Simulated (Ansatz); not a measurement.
BCl$_{2}$HSi (SMILES [SiH]B(Cl)Cl)

```yaml
atoms:
  - { symbol: B, position_ang: [-0.3965, 1.7069, -0.0452] }
  - { symbol: Cl, position_ang: [-0.4244, -0.0602, -0.1148] }
  - { symbol: Cl, position_ang: [0.9355, 2.5696, -0.8256] }
  - { symbol: Si, position_ang: [-1.9077, 2.7209, 0.8189] }
  - { symbol: H, position_ang: [-1.1336, 2.6761, 2.1345] }
```

Geometry: B3LYP-D3(BJ)/6-311G**.

Computed with Ansatz, isolated molecule in a Gaussian basis; Kohn-Sham density functional theory, functional PBE0.

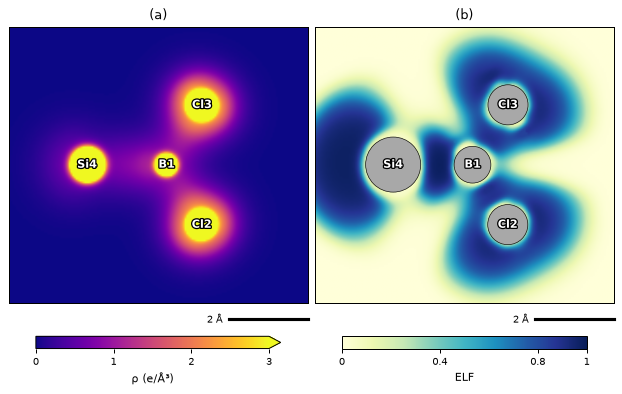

Figure 1. (a) electron density; (b) electron localisation function on the plane of atoms Cl3, B1 and Si4. Grey discs cover the atomic cores in the ELF map.

Question: What does the map show?

Answer: The plane passes through B, Cl and Si nuclei. B–Cl (1.77 Å): ρ at the midpoint is about 1.3 e/Å³; the ELF peaks at about 0.90 between the atoms; a polar covalent bond. Si–B (2.01 Å): the density is about 0.81 e/Å³ at the midpoint; the ELF peaks at about 1 between the atoms; a shared electron pair. The ELF also peaks beside Cl2, Si4 and Cl3, away from the bonds: lone-pair regions.

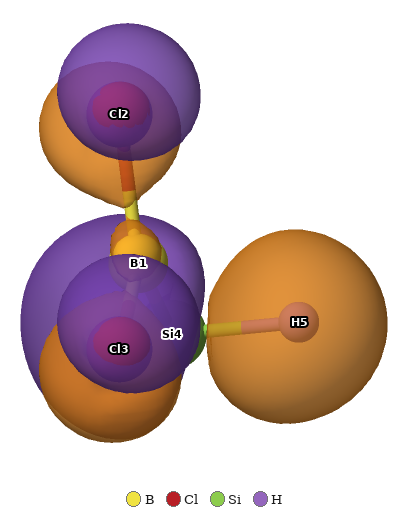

Figure 2. The HOMO−1 at ±0.1 Å⁻³ᐟ² (orange and purple are the two phases), seen at an oblique angle.

Question: Describe this orbital and give its energy.

Answer: Its weight (Hirshfeld) is mainly on Si4 (about 40 %), H5 (about 20 %), Cl3 (about 15 %), Cl2 (about 15 %) and B1 (about 10 %). Its energy is −8.53 eV.

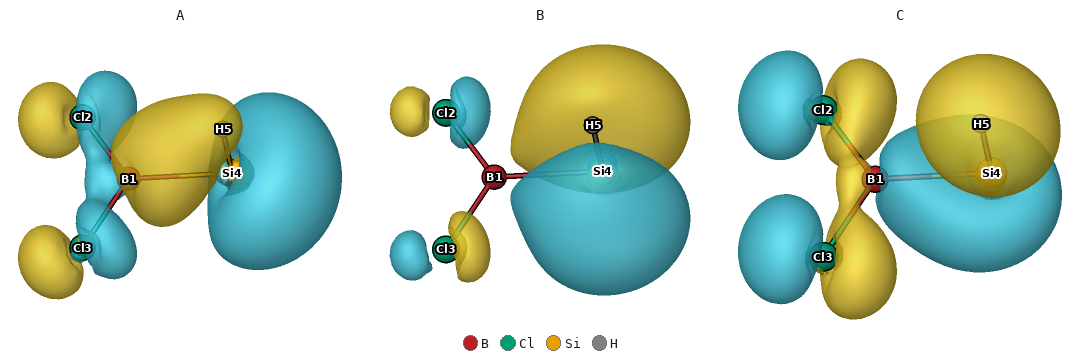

Figure 3. Three frontier orbitals at ±0.08 Å⁻³ᐟ² (yellow and cyan are the two phases), in no order.

Question: Which picture is the HOMO−1, the HOMO and the LUMO?

Answer: C is the HOMO−1 (−8.53 eV). It lies mainly on Si4 (about 40 %), H5 (about 20 %), Cl3 (about 15 %), Cl2 (about 15 %) and B1 (about 10 %). A is the HOMO (−7.02 eV). By Hirshfeld shares it lies mainly on Si4 (about 65 %), B1 (about 15 %), Cl2 (about 5 %) and Cl3 (about 5 %). B is the LUMO (−3.32 eV). By Hirshfeld shares it lies mainly on Si4 (about 80 %).

Question: What is the HOMO–LUMO gap?

Answer: 3.70 eV between the orbital energies.
